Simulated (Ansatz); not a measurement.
ZnS: pressure series

Consider ZnS in the wurtzite structure (space group P6_3mc, No. 186).

ZnS is taken in the hexagonal space group P6₃mc (No. 186), the wurtzite structure, Pearson symbol hP4. Cell: a = 3.845 Å, b = 3.845 Å, c = 6.305 Å, α = 90.00°, β = 90.00°, γ = 120.00°. Zn on 2b sees 4 S at 2.357–2.362 Å (tetrahedral). S on 2b is coordinated by 4 Zn at 2.357–2.362 Å (tetrahedral). (Neighbours: up to the widest gap in distance over summed covalent radii, below 1.35, at either atom; cation-cation and far metal-metal contacts left out.)

Cell and atoms are relaxed at each pressure.

Method: PBE/PAW in Ansatz (a first-principles code), no SOC.

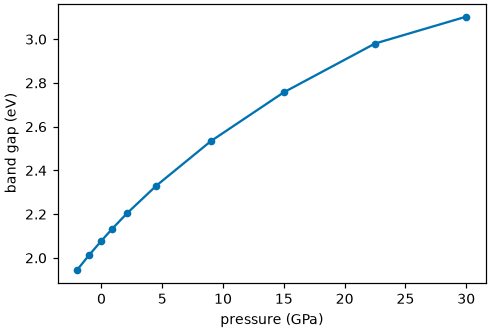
Figure: Band gap against pressure

### Question
From the plot, what is the band gap for pressure 30 GPa?

### Answer
About 3.10 eV.

### Question
Is the trend monotonic over the range shown?

### Answer
Yes, it rises throughout, spanning 1.95 eV to 3.10 eV.

Load acts through the strain it causes; cell and atoms are relaxed under it. Whether these cells are dynamically stable was not tested. Tetrahedral semiconductors of this kind turn to denser phases somewhere between about 1 and 50 GPa; those were not computed, so compressed cells here can lie past the real transition.
